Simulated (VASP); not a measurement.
Given:

```
CELL_PARAMETERS angstrom
      9.56923    -2.07119    -0.00720
      9.56923     2.07119    -0.00720
      9.12361     0.00000     3.55243
ATOMIC_POSITIONS crystal
  Bi 0.40066 0.40066 0.40066
  Bi 0.59934 0.59934 0.59934
  Se 0.00000 0.00000 0.00000
  Se 0.21061 0.21061 0.21061
  Se 0.78939 0.78939 0.78939
```

Method: PBE GGA with D3 dispersion (Becke-Johnson damping), VASP's PBE PAW potentials (set 64) (plane waves; VASP 6.6.1). Run with 520 eV cut-off, 7×7×7 Γ-centred mesh, tetrahedra with Blöchl corrections, potentials Bi_d Se.

Unless said otherwise, spin-orbit coupling is left out, though it shifts the bands of the heavy elements here.

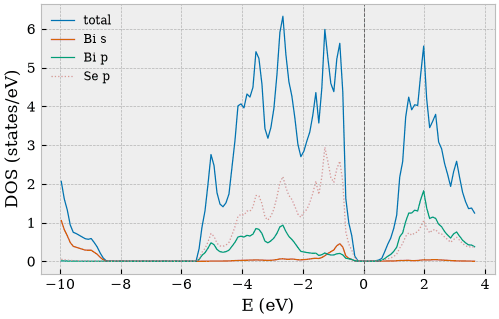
Figure. Total and projected density of states, zero at the valence-band maximum

Within 2 eV below the valence-band maximum the largest weight inside VASP's projection spheres is Se p.

The gap is direct, 0.16 eV, from the valence maximum at Γ to the conduction minimum at Γ.

The compound is Bi2Se3 in the tetradymite structure. It was relaxed first.
